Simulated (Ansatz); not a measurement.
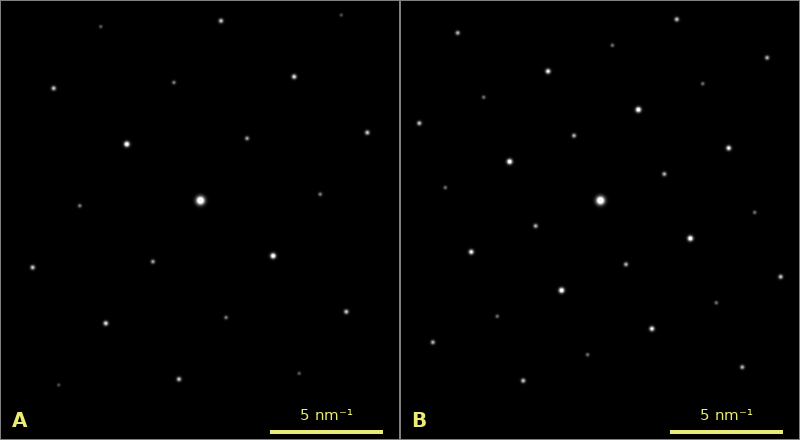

Kinematic electron diffraction patterns (200 kV, B = 0.5 Å², same scale, each along a low-index zone) of two structures of composition Ta2Hg, each relaxed at zero pressure with DFT PBE, scalar-relativistic, plane waves, PAW (Ansatz).

The structures (standard cells):
1. P6/mmm (No. 191), a = 4.829 Å, c = 2.865 Å (hexagonal axes), 3 atoms; generated start, possibly hypothetical
2. Fm-3m (No. 225), a = 6.403 Å, 12 atoms; generated start, possibly hypothetical

Which pattern belongs to which structure, and along which zone?

Answer. A is structure 1 along [210] or an equivalent direction: rectangular net of 0 0 1 at d = 2.86 Å and 1 -2 0 at d = 2.41 Å, 90.0° apart. B is structure 2 along [001] or an equivalent direction: square net of 2 0 0 at d = 3.20 Å and 0 2 0 at d = 3.20 Å, 90.0° apart.

Rank the structures by their computed energy.

Answer. Structure 1 (P6/mmm, 19.28 Å³ an atom) is the lowest of these; structure 2 (Fm-3m, 21.88 Å³ an atom) lies about 570 meV an atom higher. These are static energies at 0 K; other structures, not shown, may lie lower still.
